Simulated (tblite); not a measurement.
# Nudged elastic band, with input and output: C5H7NO2

The run: nudged elastic band of C5H7NO2. Method and program: GFN2-xTB climbing-image nudged elastic band, gas phase (tblite 0.8.0).

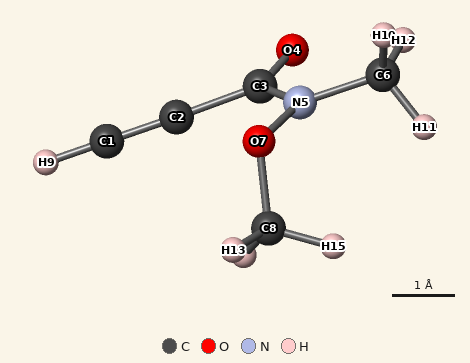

*The structure (ball-and-stick view, seen at a tilt; atoms are numbered from 1 in the order of the input).*

Bond lengths as drawn: C–C 1.20 to 1.44 Å, C–H 1.05 to 1.09 Å, C–N 1.36 to 1.44 Å, C–O 1.21 to 1.42 Å and N–O 1.39 Å.

### The input
```
{"job": {"xc": "GFN2-xTB", "basis": "xTB", "kind": "neb"}, "charge": 0, "multiplicity": 1}
C     -0.945242     2.792079     0.387010
C     -0.108227     1.956541     0.187105
C      0.962556     1.027780    -0.087240
O      2.071816     1.369291    -0.442640
N      0.609453    -0.273891     0.071222
C      1.538667    -1.358442    -0.106964
O     -0.662139    -0.609860     0.532240
C     -1.590286    -0.837303    -0.515058
H     -1.690379     3.508450     0.573530
H      1.620456    -1.935106     0.815862
H      1.217021    -2.016210    -0.917773
H      2.502022    -0.918343    -0.356358
H     -2.525225    -1.072887    -0.012636
H     -1.716746     0.056611    -1.131997
H     -1.288162    -1.680721    -1.142631
```

The first line tells a small driver script what to run in tblite; the rest is the geometry in Å.

Run as:
```bash
OMP_NUM_THREADS=1 python <driver script> task.json out
```

### The program's output
```
image   E - E0 / eV
  0       0.0000
  1       0.2174
  2       0.6151
  3       0.7451
  4       0.4259
  5       0.1704
  6       0.0937
```

### Summary

| quantity | value |
| --- | --- |
| outcome | converged |
| forward barrier | 0.745 eV |
| hardware | 1 CPU thread, shared host |
| wall time | 2.9 s |
| peak memory | 0.2 GiB |
